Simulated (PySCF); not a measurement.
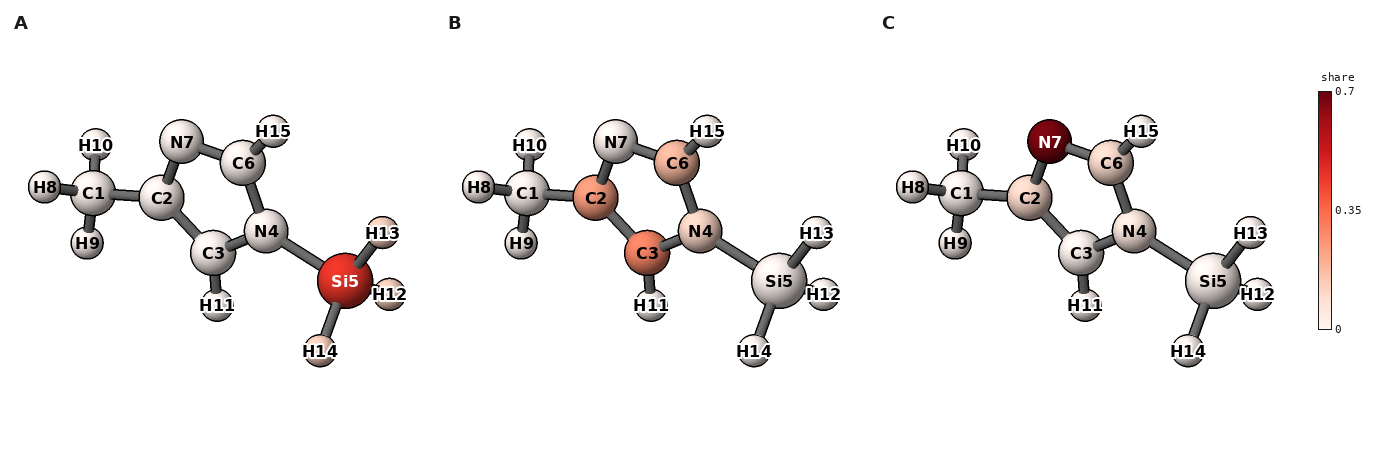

Each panel colours the atoms by their Löwdin share in one orbital (up to four of the largest shares; other atoms are shown as zero). The geometry was computed by an optimisation with GFN2-xTB. No frequency run is at hand to confirm it as a minimum. Method: PBE0/def2-SVPD (PySCF 2.14.0).

### The panels show the HOMO−1, HOMO, LUMO, in some order. Which is which?

A: LUMO, −0.02 eV; Si5 0.45, H12 0.12, H14 0.12, H13 0.12
B: HOMO, −6.52 eV; C3 0.29, C2 0.24, C6 0.17, N4 0.11
C: HOMO−1, −7.70 eV; N7 0.67, C2 0.10, C6 0.09, N4 0.04

The geometry is semi-empirical. Around Si such bond lengths and angles can be off by a tenth of an ångström or more and by several degrees, and values that hang on the shape move with them.
